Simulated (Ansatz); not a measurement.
# AlSiNH6O (SMILES O[SiH2][NH][AlH2]) at 6 levels

Wanted: a comparison of 6 runs (HF/STO-3G, HF/3-21G, HF/def2-SVP, wB97X/6-31+G*, PBE0/def2-SVP, MP2/def2-TZVP) of AlSiNH6O. 

The results are computed with Ansatz 0.2.0.

1 further run of the same task is left out (set aside as unsound or not needed).

### 1 Starting point

AlSiNH6O: 10 atoms, total charge 0, spin state singlet. SMILES: `O[SiH2][NH][AlH2]`. The coordinates come from a PBE0-D4/def2-TZVP relaxation. This is one conformer, not always the lowest.

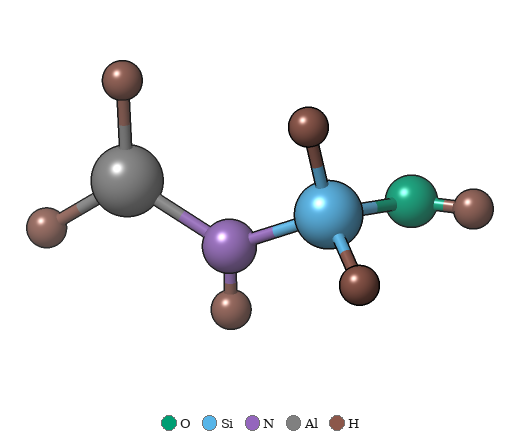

Viewed from a chosen angle; oxygen teal, silicon blue, nitrogen purple, aluminium grey, hydrogen brown.

### 2 Energy and gradient at HF/STO-3G (run 1)

File molecule.yaml:

```yaml
crystal:
  periodic: [false, false, false]
  atoms:
    - {symbol: O, position_ang: [-1.817400, -0.693800, -1.056500]}
    - {symbol: Si, position_ang: [-0.576600, 0.373900, -0.851600]}
    - {symbol: N, position_ang: [0.693300, -0.382300, 0.009600]}
    - {symbol: Al, position_ang: [1.233300, -0.094800, 1.686300]}
    - {symbol: H, position_ang: [-2.399800, -0.547900, -1.803100]}
    - {symbol: H, position_ang: [-1.000200, 1.543800, -0.039500]}
    - {symbol: H, position_ang: [-0.142800, 0.831300, -2.203200]}
    - {symbol: H, position_ang: [1.159400, -1.127800, -0.493000]}
    - {symbol: H, position_ang: [0.508400, 1.030600, 2.525200]}
    - {symbol: H, position_ang: [2.425400, -0.984200, 2.228700]}
basis:
  gaussian:
    orbitals: STO-3G
hamiltonian:
  xc: hf
accuracy: high
output:
  forces: true
  orbitals: {seedname: orbitals}
```

Started as:

```bash
ansatz run molecule.yaml --threads 1 --pin off --max-ram 2610MiB --events-out events.jsonl --progress --plain --runs-dir runs
```

The log of the run, shortened:

```text
Warning: RAYON_NUM_THREADS=1 ignored (pool sized by the plan → 1); use --threads N
Functional definition: HF
  name "HF"
[...]
681 factors; integrals over basis functions are off by at most 1.7e-8 eV
[...]
mean field -17843.68839216 eV, -655.7434535255 hartree, gradient 2.4e-8 eV, S^2 0.000000; 0 other end points of the search recorded, 0 dependent functions left out
[...]
reference -17843.68839216 eV, -655.7434535255 hartree; 24, 24 occupied and 10, 10 virtual orbitals, 681 factors
Total energy: -17843.68839216 eV, -655.7434535255 hartree
Atom 0 at    -1.817400    -0.693800    -1.056500 Å, force     0.214939    -1.223866     1.557857 eV/Å
Atom 1 at    -0.576600     0.373900    -0.851600 Å, force     0.507679     2.095827    -0.885023 eV/Å
Atom 2 at     0.693300    -0.382300     0.009600 Å, force     0.320238     0.590110     1.867847 eV/Å
Atom 3 at     1.233300    -0.094800     1.686300 Å, force     0.250065    -0.072477     0.397686 eV/Å
Atom 4 at    -2.399800    -0.547900    -1.803100 Å, force    -0.525144     0.709758    -1.218333 eV/Å
Atom 5 at    -1.000200     1.543800    -0.039500 Å, force     0.340234    -1.213978    -0.985755 eV/Å
Atom 6 at    -0.142800     0.831300    -2.203200 Å, force    -0.465956    -0.377042     1.486252 eV/Å
Atom 7 at     1.159400    -1.127800    -0.493000 Å, force     0.074324    -0.194035    -0.174681 eV/Å
Atom 8 at     0.508400     1.030600     2.525200 Å, force     1.104954    -1.697773    -1.263600 eV/Å
Atom 9 at     2.425400    -0.984200     2.228700 Å, force    -1.821332     1.383476    -0.782250 eV/Å
Dipole moment:     0.083445     0.105947    -0.152383 e Å
```

Wall time 2.4 s (1 thread of Intel Xeon at 2.50GHz (Skylake/Cascade Lake), shared host); peak memory 0.095 GiB.

### 3 Energy and gradient at HF/3-21G (run 2)

File input.yaml:

```yaml
crystal:
  periodic: [false, false, false]
  atoms:
    - {symbol: O, position_ang: [-1.817400, -0.693800, -1.056500]}
    - {symbol: Si, position_ang: [-0.576600, 0.373900, -0.851600]}
    - {symbol: N, position_ang: [0.693300, -0.382300, 0.009600]}
    - {symbol: Al, position_ang: [1.233300, -0.094800, 1.686300]}
    - {symbol: H, position_ang: [-2.399800, -0.547900, -1.803100]}
    - {symbol: H, position_ang: [-1.000200, 1.543800, -0.039500]}
    - {symbol: H, position_ang: [-0.142800, 0.831300, -2.203200]}
    - {symbol: H, position_ang: [1.159400, -1.127800, -0.493000]}
    - {symbol: H, position_ang: [0.508400, 1.030600, 2.525200]}
    - {symbol: H, position_ang: [2.425400, -0.984200, 2.228700]}
basis:
  gaussian:
    orbitals: 3-21G.json
output:
  forces: true
  orbitals: {seedname: orbitals}
accuracy: high
hamiltonian:
  xc: hf
```

The basis set 3-21G is read from a file made from the Basis Set Exchange's data (not shown).

Started as:

```bash
ansatz run input.yaml --threads 1 --pin off --max-ram 2610MiB --events-out events.jsonl --progress --plain --runs-dir runs
```

The log of the run, shortened:

```text
Warning: RAYON_NUM_THREADS=1 ignored (pool sized by the plan → 1); use --threads N
[... 2 set-up lines as earlier in the session ...]
[...]
1327 factors; integrals over basis functions are off by at most 3.6e-9 eV
[...]
mean field -17963.70807579 eV, -660.1540955466 hartree, gradient 5.9e-8 eV, S^2 0.000000; 0 other end points of the search recorded, 0 dependent functions left out
[...]
reference -17963.70807579 eV, -660.1540955466 hartree; 24, 24 occupied and 32, 32 virtual orbitals, 1327 factors
Total energy: -17963.70807579 eV, -660.1540955466 hartree
Atom 0 at    -1.817400    -0.693800    -1.056500 Å, force    -0.795854    -0.327865    -0.480679 eV/Å
Atom 1 at    -0.576600     0.373900    -0.851600 Å, force     0.485860     0.945582     0.195991 eV/Å
Atom 2 at     0.693300    -0.382300     0.009600 Å, force     0.781975    -0.349358     0.279160 eV/Å
Atom 3 at     1.233300    -0.094800     1.686300 Å, force     0.014059    -0.107960    -0.105986 eV/Å
Atom 4 at    -2.399800    -0.547900    -1.803100 Å, force    -0.552315    -0.397461    -0.111542 eV/Å
Atom 5 at    -1.000200     1.543800    -0.039500 Å, force     0.035922     0.009845    -0.131510 eV/Å
Atom 6 at    -0.142800     0.831300    -2.203200 Å, force    -0.016168     0.047543    -0.014906 eV/Å
Atom 7 at     1.159400    -1.127800    -0.493000 Å, force    -0.046877     0.127382     0.115326 eV/Å
Atom 8 at     0.508400     1.030600     2.525200 Å, force    -0.071275     0.152044     0.144168 eV/Å
Atom 9 at     2.425400    -0.984200     2.228700 Å, force     0.164672    -0.099753     0.109976 eV/Å
Dipole moment:     0.035166     0.052244    -0.352695 e Å
```

Wall time 4.2 s (1 thread of Intel Xeon at 2.50GHz (Skylake/Cascade Lake), shared host); peak memory 0.14 GiB.

Runs 3 to 5 aren't shown in full; the table further down has their settings and results.

### 4 Energy and gradient at MP2/def2-TZVP (run 6)

molecule.yaml: that of step 2 with these lines changed.

```diff
@@ -5,3 +5,3 @@
     - {symbol: Si, position_ang: [-0.576600, 0.373900, -0.851600]}
-    - {symbol: N, position_ang: [0.693300, -0.382300, 0.009600]}
+    - {symbol: "N", position_ang: [0.693300, -0.382300, 0.009600]}
     - {symbol: Al, position_ang: [1.233300, -0.094800, 1.686300]}
@@ -15,8 +15,7 @@
   gaussian:
-    orbitals: STO-3G
-hamiltonian:
-  xc: hf
+    orbitals: def2-TZVP
+correlation:
+  method: mp2
+  frozen_orbitals: {Al: 5, H: 0, "N": 1, O: 1, Si: 5}
 accuracy: high
-output:
-  forces: true
-  orbitals: {seedname: orbitals}
+output: {forces: true, orbitals: {seedname: orbitals}}
```

Started as:

```bash
ansatz run molecule.yaml --threads 1 --pin off --max-ram 2610MiB --events-out events.jsonl --progress --plain --runs-dir runs
```

The log of the run, shortened:

```text
Warning: RAYON_NUM_THREADS=1 ignored (pool sized by the plan → 1); use --threads N
[... 2 set-up lines as earlier in the session ...]
[...]
3174 factors; integrals over basis functions are off by at most 4.0e-9 eV
[...]
mean field -18064.08372364 eV, -663.8428325680 hartree, gradient 2.0e-8 eV, S^2 0.000000; 0 other end points of the search recorded, 0 dependent functions left out
12 core orbitals not correlated: weight in the atoms' cores, before any rotation towards them, 1.000 or more for the frozen orbitals, at most 0.000 for the correlated occupied ones
reference -18064.08372364 eV, -663.8428325680 hartree; 12, 12 occupied and 148, 148 virtual orbitals, 3174 factors
second order -17.39755008 eV of doubles, -0.00000000 eV of singles
[...]
Total energy: -18081.48127372 eV, -664.4821807410 hartree
Atom 0 at    -1.817400    -0.693800    -1.056500 Å, force     0.015402    -0.145395     0.154011 eV/Å
Atom 1 at    -0.576600     0.373900    -0.851600 Å, force    -0.023904     0.334600    -0.161164 eV/Å
Atom 2 at     0.693300    -0.382300     0.009600 Å, force    -0.008461     0.013424    -0.026354 eV/Å
Atom 3 at     1.233300    -0.094800     1.686300 Å, force     0.119102     0.030060     0.287013 eV/Å
Atom 4 at    -2.399800    -0.547900    -1.803100 Å, force    -0.134575     0.041872    -0.174753 eV/Å
Atom 5 at    -1.000200     1.543800    -0.039500 Å, force     0.046386    -0.119550    -0.085528 eV/Å
Atom 6 at    -0.142800     0.831300    -2.203200 Å, force    -0.048747    -0.043562     0.135776 eV/Å
Atom 7 at     1.159400    -1.127800    -0.493000 Å, force     0.058112    -0.096308    -0.062224 eV/Å
Atom 8 at     0.508400     1.030600     2.525200 Å, force     0.055740    -0.079413    -0.046337 eV/Å
Atom 9 at     2.425400    -0.984200     2.228700 Å, force    -0.079055     0.064272    -0.020441 eV/Å
Dipole moment:     0.008437    -0.031697    -0.291691 e Å
```

Wall time 89 s (1 thread of Intel Xeon at 2.50GHz (Skylake/Cascade Lake), shared host); peak memory 0.82 GiB.

### 5 Overview of the runs

```tsv
run	level	frozen core orbitals	energy (Eh)	dipole moment (D)	HOMO energy (eV)	LUMO energy (eV)	wall time
1	HF/STO-3G	–	-655.743454	0.98	-7.59	9.61	2.4 s
2	HF/3-21G	–	-660.154096	1.72	-10.91	1.97	4.2 s
3	HF/def2-SVP	–	-663.483873	1.44	-11.23	2.01	11 s
4	wB97X/6-31+G* (spherical functions)	–	-665.512465	1.39	-10.38	0.86	86 s
5	PBE0/def2-SVP	–	-664.933399	1.52	-7.88	-0.77	21 s
6	MP2/def2-TZVP	12	-664.482181	1.41	-11.25	1.73	89 s
```

### 6 Results

| quantity | value |
| --- | --- |
| run 6: total energy | -664.48218 Eh |
| run 6: dipole moment (correlated density) | 1.41 D |
| run 6: HOMO energy (Hartree–Fock orbitals) | -11.25 eV |
| run 6: LUMO energy (Hartree–Fock orbitals) | 1.73 eV |
| run 6: HOMO–LUMO gap (Hartree–Fock orbitals) | 12.99 eV |
| run 6: correlation energy (12 core orbitals frozen) | -639.3 mEh |
| run 6: largest force on an atom | 0.372 eV/Å |

The dipole moment (its size) runs from 0.98 D (HF/STO-3G) to 1.72 D (HF/3-21G). Over runs 1, 2, 3, 4, 5 the HOMO–LUMO gap runs from 7.11 eV (PBE0/def2-SVP) to 17.20 eV (HF/STO-3G). The two ends differ in method and basis. Totals of different functionals can't be ranked against each other. In run 1 the basis is minimal, so the values are rough. All runs together took 3.6 min, the longest 89 s.
